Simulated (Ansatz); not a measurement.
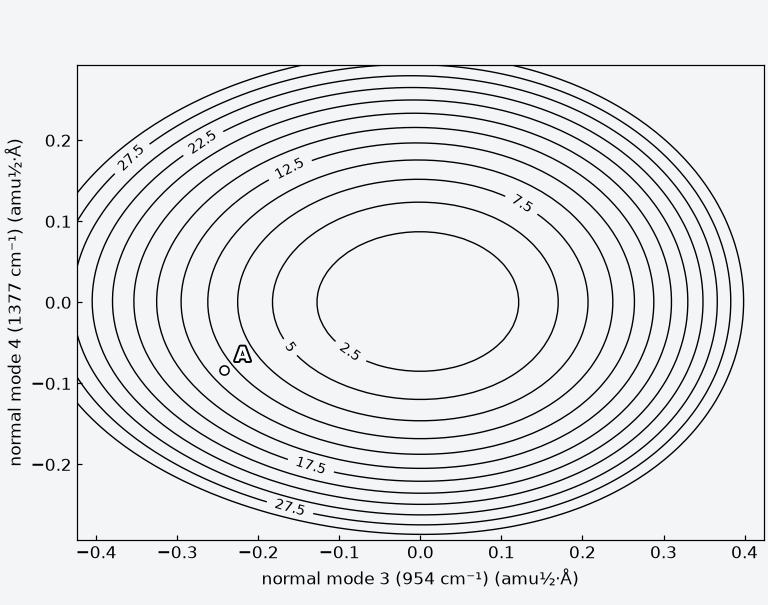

CHF₂, SMILES F[CH-]F, charge −1. 
- The first coordinate is: normal mode 3 (954 cm⁻¹); the second: normal mode 4 (1377 cm⁻¹).
- Nothing is relaxed (straight displacements along the two mass-weighted modes).
- The scan uses a 15 × 15 grid.
- All energies are given in kJ/mol relative to the lowest grid point.
- Method: Ansatz 0.2.0, RHF/def2-TZVPD.

In the figure: contour lines labelled in kJ/mol (none above 30), the point A. Between grid points the surface is interpolated.

### Is A at rest? If not, where is it pushed?

A, at normal mode 3 (954 cm⁻¹) = −0.242 amu½·Å, normal mode 4 (1377 cm⁻¹) = −0.084 amu½·Å, is not a stationary point. The computed force is 68 kJ/mol for each amu½·Å towards larger values of normal mode 3 (954 cm⁻¹) and 59 kJ/mol for each amu½·Å towards larger values of normal mode 4 (1377 cm⁻¹).
